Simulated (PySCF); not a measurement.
C4H13BSi, SMILES [Si](CB)(C)(C)C, singlet at its GFN2-xTB optimised geometry (Å):

```
19

B     -0.4636    -0.9080     2.8176
C     -0.9606    -1.6191     1.5409
Si    -0.2891    -0.6651     0.0000
C      1.6191    -0.6651     0.0000
C     -0.9227    -1.5629    -1.5648
C     -0.9314     1.1317     0.0000
H     -1.0891    -0.0414     3.2974
H      0.5641    -1.1998     3.2988
H     -0.6032    -2.6425     1.4431
H     -2.0443    -1.6328     1.4411
H      2.0168    -0.1732    -0.8829
H      2.0086    -0.1466     0.8708
H      2.0164    -1.6756     0.0176
H     -2.0077    -1.5778    -1.6071
H     -0.5690    -1.0668    -2.4633
H     -0.5793    -2.5922    -1.6045
H     -0.5911     1.6756    -0.8763
H     -0.5855     1.6692     0.8776
H     -2.0168     1.1655     0.0039
```

Computed with CAM-B3LYP/def2-SVP (PySCF). Cells within 0.4 Å of a nucleus heavier than hydrogen are left out (blank, or x).

Map of the electrostatic potential (hartree/e), clipped to [-0.08, 0.12] on the plane z = 0.0 Å:

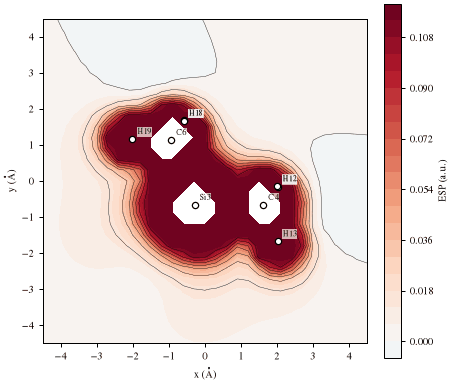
Fig. 1. Electrostatic potential (hartree/e), clipped to [-0.08, 0.12] on the plane z = 0.0 Å.
